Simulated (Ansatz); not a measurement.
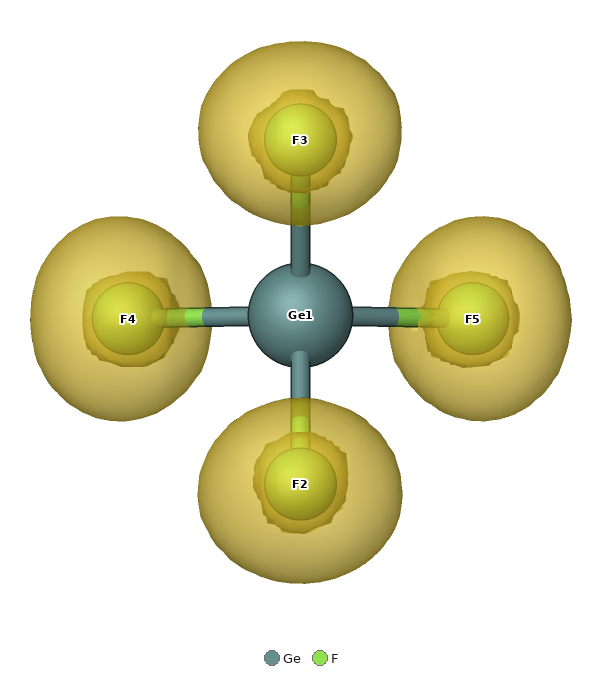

Figure. F$_{4}$Ge. Isosurface of the electron localisation function at 0.75 (yellow), seen from one side. Core shells and regions of very low density are left out.

The calculation used RKS PBE0/def2-SVP (Ansatz).

```csv
atom,x (Å),y (Å),z (Å)
Ge,0.0003,0.0000,0.0003
F,0.0002,0.0000,1.6982
F,1.6011,0.0000,-0.5653
F,-0.8000,1.3863,-0.5657
F,-0.8000,-1.3863,-0.5657
```

Question: Describe the localisation domains.

Answer: The surface consists of four regions wrapped around F (the valence shell of each). Along the contacts the grid gives the following. Ge–F (1.70 Å): the ELF peaks at about 0.80 in the valence shell of F, 0.5 Å from its nucleus, and is about 0.25 at the midpoint.
